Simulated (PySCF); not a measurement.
Spin–spin coupling calculation, with input and output: C$_{3}$H$_{11}$BGeO$_{2}$

System: C$_{3}$H$_{11}$BGeO$_{2}$, SMILES CO[B](OC)[GeH2][CH3].
Method: PBE0/def2-SVP indirect spin-spin coupling, non-relativistic, gas phase (PySCF 2.14.0).

Some settings of this run were made unusual or wrong on purpose. The geometry comes from this level: GFN2-xTB. Figures and captions count atoms from 1; the log counts them from 0 in places.

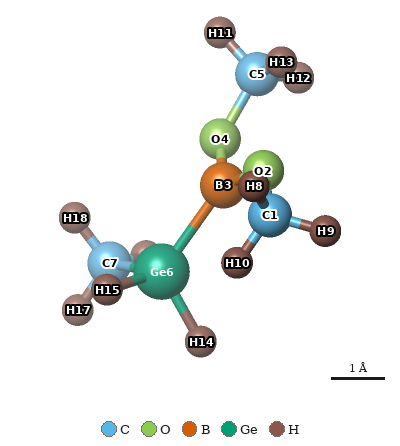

**Figure 1.** The input geometry (ball-and-stick view, seen at a tilt; atoms are numbered from 1 in the order of the input). Sticks mark near contacts. Bond lengths as drawn: B–Ge 2.04 Å, B–O 1.34 to 1.35 Å, C–Ge 1.97 Å, C–H 1.09 to 1.10 Å, C–O 1.40 to 1.41 Å and Ge–H 1.52 Å.

### Input
```
{"job": {"kind": "j", "xc": "PBE0", "basis": "def2-SVP", "scf": {"guess": "1e", "max_cycle": 75}}, "charge": 0, "multiplicity": 1}
C     -1.616638     2.176082     0.040632
O     -1.587526     0.781378     0.175171
B     -0.461607     0.040808     0.143253
O     -0.533313    -1.294294     0.283135
C     -1.732420    -2.020728     0.460364
Ge     1.473524     0.638741    -0.100272
C      2.747111    -0.857863     0.031283
H     -2.092592     2.605921     0.925163
H     -2.205918     2.433712    -0.842675
H     -0.607367     2.588636    -0.065886
H     -1.603309    -2.691324     1.311839
H     -1.921856    -2.612336    -0.437983
H     -2.571799    -1.348330     0.639044
H      1.773932     1.338645    -1.411341
H      1.967180     1.700880     0.864246
H      2.514369    -1.614751    -0.712902
H      3.772445    -0.533533    -0.119008
H      2.677025    -1.325325     1.010001
```

The first line tells a small driver script what to run in PySCF; the rest is the geometry in Å.

Machine: 1 CPU thread, shared host.

Launch command:
```bash
OMP_NUM_THREADS=1 python <driver script> task.json out
```

### The program's output
```
final grid: 139384 points
cycle   1  E = -1980.7300740479  dE =  2.640e+02  |g| = 1.520e+01  |ddm| = 1.083e+02
cycle   2  E = -2142.8653718756  dE = -1.621e+02  |g| = 1.043e+01  |ddm| = 1.114e+02
cycle   3  E = -2169.1499328824  dE = -2.628e+01  |g| = 1.484e+01  |ddm| = 4.823e+01
cycle   4  E = -2343.7186102691  dE = -1.746e+02  |g| = 8.673e+00  |ddm| = 3.108e+01
cycle   5  E = -2337.0226818881  dE =  6.696e+00  |g| = 6.949e+00  |ddm| = 2.557e+01
cycle   6  E = -2359.0858375327  dE = -2.206e+01  |g| = 4.722e+00  |ddm| = 2.500e+01
cycle   7  E = -2353.4726909550  dE =  5.613e+00  |g| = 5.959e+00  |ddm| = 1.971e+01
cycle   8  E = -2369.0039777594  dE = -1.553e+01  |g| = 2.706e+00  |ddm| = 1.332e+01
cycle   9  E = -2371.7841055951  dE = -2.780e+00  |g| = 1.575e+00  |ddm| = 7.916e+00
cycle  10  E = -2371.9555660601  dE = -1.715e-01  |g| = 1.068e+00  |ddm| = 2.029e+00
cycle  11  E = -2372.2051565592  dE = -2.496e-01  |g| = 3.335e-01  |ddm| = 1.116e+00
cycle  12  E = -2372.2244817950  dE = -1.933e-02  |g| = 1.537e-01  |ddm| = 3.580e-01
cycle  13  E = -2372.2289175374  dE = -4.436e-03  |g| = 2.201e-02  |ddm| = 1.249e-01
cycle  14  E = -2372.2290378797  dE = -1.203e-04  |g| = 7.055e-03  |ddm| = 3.026e-02
cycle  15  E = -2372.2290488473  dE = -1.097e-05  |g| = 1.876e-03  |ddm| = 9.317e-03
cycle  16  E = -2372.2290496739  dE = -8.265e-07  |g| = 4.640e-04  |ddm| = 1.933e-03
cycle  17  E = -2372.2290497093  dE = -3.538e-08  |g| = 2.072e-04  |ddm| = 6.239e-04
cycle  18  E = -2372.2290497188  dE = -9.556e-09  |g| = 4.751e-05  |ddm| = 2.742e-04
cycle  19  E = -2372.2290497193  dE = -5.102e-10  |g| = 1.625e-05  |ddm| = 5.706e-05
converged SCF energy = -2372.2290497193

Indirect spin-spin couplings (Hz)
  i      j    bonds     total        FC       PSO       DSO        SD
  0 C    1 O    1      7.548     9.030    -1.349    -0.133         -
  0 C    2 B    2      4.095     4.206    -0.121    -0.013     0.023
  0 C    3 O    3     -3.159    -3.347     0.143     0.045         -
  0 C    6 C    4      2.144     2.230     0.010    -0.096         -
  0 C    7 H    1    193.231   192.354     0.076     0.801         -
  0 C    8 H    1    192.586   191.703     0.079     0.803         -
  0 C    9 H    1    180.969   179.938     0.104     0.927         -
  0 C   10 H    5     -0.159    -0.069     0.194    -0.284         -
  0 C   13 H    4     -0.158    -0.152    -0.024     0.018         -
  0 C   15 H    5     -0.314    -0.138     0.099    -0.275         -
  0 C   17 H    5     -0.319    -0.148     0.092    -0.263         -
  1 O    2 B    1    -35.795   -40.024     4.504    -0.236    -0.038
  1 O    4 C    3     -8.035    -8.208     0.195    -0.023         -
  1 O    6 C    3     -0.599    -0.630    -0.021     0.052         -
  1 O    7 H    2     -5.559    -4.955    -0.664     0.060         -
  1 O    8 H    2     -5.276    -4.670    -0.666     0.060         -
  1 O    9 H    2     -0.543     0.045    -0.648     0.060         -
  1 O   10 H    4      0.218     0.096     0.014     0.108         -
  1 O   11 H    4      0.172     0.076     0.043     0.053         -
  1 O   12 H    4      0.951     0.984     0.282    -0.316         -
  1 O   13 H    3     -0.280    -0.399    -0.008     0.127         -
  1 O   14 H    3     -0.129    -0.248     0.000     0.118         -
  1 O   15 H    4      0.179     0.086    -0.039     0.132         -
  1 O   17 H    4      0.171     0.084    -0.041     0.128         -
  2 B    3 O    1    -25.611   -29.734     4.496    -0.241    -0.132
  2 B    4 C    2     -5.096    -4.963    -0.087    -0.039    -0.008
  2 B    6 C    2      4.230     4.370    -0.051    -0.062    -0.027
  2 B    7 H    3      3.659     3.711     0.298    -0.354     0.004
  2 B    8 H    3      3.295     3.347     0.275    -0.330     0.003
  2 B    9 H    3      5.065     4.963    -0.395     0.497    -0.001
  2 B   10 H    3      4.233     4.272     0.409    -0.451     0.004
  2 B   11 H    3      2.683     2.710     0.299    -0.327    -0.000
  2 B   12 H    3      4.591     4.650    -0.255     0.241    -0.045
  2 B   13 H    2      6.300     6.963    -0.094    -0.623     0.054
  2 B   14 H    2      6.700     7.386    -0.091    -0.648     0.053
  2 B   15 H    3     -0.232    -0.099    -0.116    -0.002    -0.015
  2 B   16 H    3      5.564     6.045     0.145    -0.638     0.013
  2 B   17 H    3     -0.246    -0.114    -0.109    -0.009    -0.014
  3 O    4 C    1     17.249    18.753    -1.370    -0.134         -
  3 O    6 C    3     -0.133    -0.159     0.053    -0.027         -
  3 O    7 H    4     -0.197    -0.289    -0.058     0.150         -
  3 O    8 H    4     -0.249    -0.339    -0.058     0.149         -
  3 O    9 H    4      0.404     0.243     0.033     0.128         -
  3 O   10 H    2     -6.773    -6.126    -0.691     0.044         -
  3 O   11 H    2     -4.406    -3.722    -0.736     0.051         -
  3 O   12 H    2     -1.153    -0.535    -0.692     0.074         -
  3 O   13 H    3     -5.372    -5.629    -0.030     0.287         -
  3 O   14 H    3     -6.591    -6.870    -0.035     0.314         -
  3 O   16 H    4      0.290     0.198    -0.047     0.140         -
  4 C    6 C    4     -0.240    -0.228     0.023    -0.035         -
  4 C   10 H    1    195.382   194.517     0.088     0.777         -
  4 C   11 H    1    191.751   190.868     0.099     0.785         -
  4 C   12 H    1    184.131   183.221     0.066     0.845         -
  4 C   13 H    4      0.617     0.871     0.137    -0.392         -
  4 C   14 H    4      0.795     1.065     0.141    -0.411         -
  4 C   16 H    5     -0.194    -0.075     0.156    -0.275         -
  6 C    7 H    5     -0.269    -0.051     0.105    -0.323         -
  6 C    8 H    5     -0.270    -0.044     0.106    -0.332         -
  6 C    9 H    5     -0.565    -0.142     0.026    -0.449         -
  6 C   13 H    2      1.488     1.900     0.082    -0.495         -
  6 C   14 H    2      1.696     2.107     0.081    -0.492         -
  6 C   15 H    1    168.364   166.164     1.212     0.988         -
  6 C   16 H    1    172.069   169.924     1.191     0.953         -
  6 C   17 H    1    168.011   165.800     1.224     0.987         -
  7 H    8 H    2    -11.265   -10.815     2.008    -2.458         -
  7 H    9 H    2    -10.894   -10.647     1.874    -2.121         -
  7 H   10 H    6     -0.172     0.046     0.483    -0.701         -
  7 H   11 H    6     -0.281     0.011     0.668    -0.960         -
  7 H   13 H    5     -0.468    -0.008     0.536    -0.997         -
  7 H   14 H    5      0.208     0.007     0.108     0.093         -
  7 H   15 H    6     -0.603    -0.000     0.509    -1.111         -
  7 H   16 H    6     -0.639    -0.012     0.458    -1.085         -
  7 H   17 H    6     -0.452     0.008     0.337    -0.796         -
  8 H    9 H    2    -10.919   -10.686     1.867    -2.101         -
  8 H   10 H    6     -0.320     0.002     0.719    -1.040         -
  8 H   13 H    5      0.164    -0.017     0.071     0.111         -
  8 H   14 H    5     -0.394    -0.033     0.496    -0.857         -
  8 H   15 H    6     -0.488     0.008     0.363    -0.858         -
  8 H   16 H    6     -0.648    -0.011     0.454    -1.091         -
  8 H   17 H    6     -0.610    -0.000     0.507    -1.117         -
  9 H   10 H    6     -0.349     0.018     0.715    -1.082         -
  9 H   11 H    6     -0.338    -0.003     0.682    -1.017         -
  9 H   12 H    6     -0.263    -0.037     0.690    -0.917         -
  9 H   13 H    5      0.847     0.109    -0.819     1.557         -
  9 H   14 H    5      1.049    -0.002    -0.972     2.023         -
  9 H   15 H    6     -0.981     0.012     0.273    -1.267         -
  9 H   16 H    6     -0.998    -0.010     0.210    -1.199         -
  9 H   17 H    6     -0.925     0.015     0.231    -1.171         -
 10 H   11 H    2    -11.692   -11.188     2.005    -2.509         -
 10 H   12 H    2    -10.771   -10.275     1.908    -2.404         -
 10 H   13 H    5     -0.947     0.047     0.599    -1.594         -
 10 H   14 H    5     -0.493     0.235     0.410    -1.137         -
 10 H   16 H    6     -0.309     0.001     0.480    -0.790         -
 10 H   17 H    6      0.176     0.007    -0.146     0.315         -
 11 H   12 H    2    -11.138   -10.675     1.875    -2.338         -
 11 H   13 H    5     -0.150     0.443     0.336    -0.928         -
 11 H   14 H    5     -1.003     0.058     0.607    -1.668         -
 11 H   16 H    6     -0.357    -0.011     0.504    -0.850         -
 12 H   13 H    5     -0.912    -0.097     0.504    -1.319         -
 12 H   14 H    5     -0.790    -0.023     0.455    -1.221         -
 12 H   15 H    6     -0.236     0.008     0.520    -0.764         -
 12 H   16 H    6     -0.484     0.029     0.652    -1.165         -
 12 H   17 H    6     -0.213     0.004     0.455    -0.672         -
 13 H   14 H    2    -11.154    -9.152     0.438    -2.440         -
 13 H   15 H    3      0.438     1.023     0.241    -0.826         -
 13 H   16 H    3      0.925     1.137     0.124    -0.336         -
 13 H   17 H    3      5.459     8.150     1.065    -3.757         -
 14 H   15 H    3      5.383     8.072     1.064    -3.753         -
 14 H   16 H    3      0.718     0.957     0.134    -0.372         -
 14 H   17 H    3      0.569     1.111     0.223    -0.765         -
 15 H   16 H    2    -11.920   -12.288     2.276    -1.909         -
 15 H   17 H    2    -12.646   -13.106     2.185    -1.725         -
 16 H   17 H    2    -11.965   -12.337     2.276    -1.904         -
```

### What the run reported

```tsv
quantity	value
outcome	converged
total energy	−2372.229050 hartree
HOMO	−7.69 eV
LUMO	0.38 eV
dipole moment	2.13 D
wall time	40 s
peak memory	0.89 GiB
```

Some settings of this run were drawn to be unusual or wrong. It converged; results that depend on the unusual settings are not reference values. Spin–orbit coupling is left out, which matters for the heavy atoms.
